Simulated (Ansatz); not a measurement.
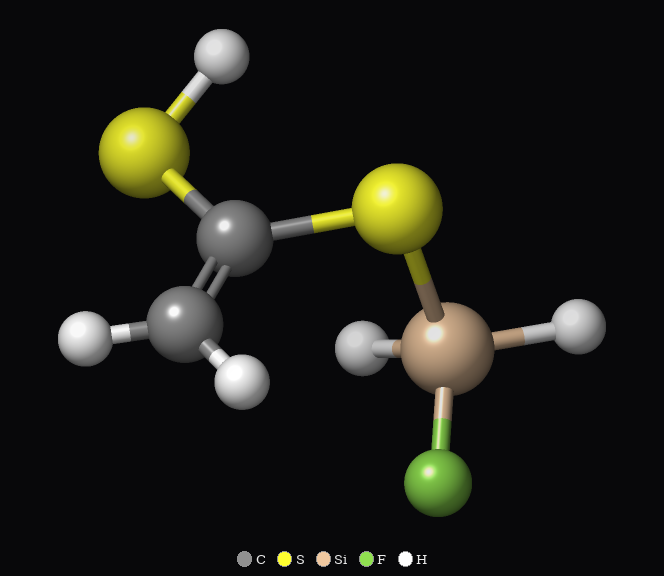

The geometry was computed by an optimisation with PBE0-D4/def2-TZVP. No frequency run is at hand to confirm it as a minimum.

Give the structural formula.

SMILES: C=C(S)S[SiH2]F

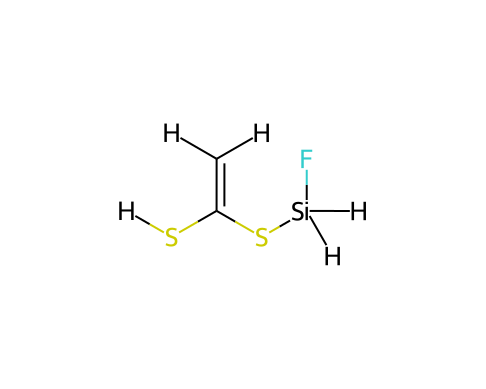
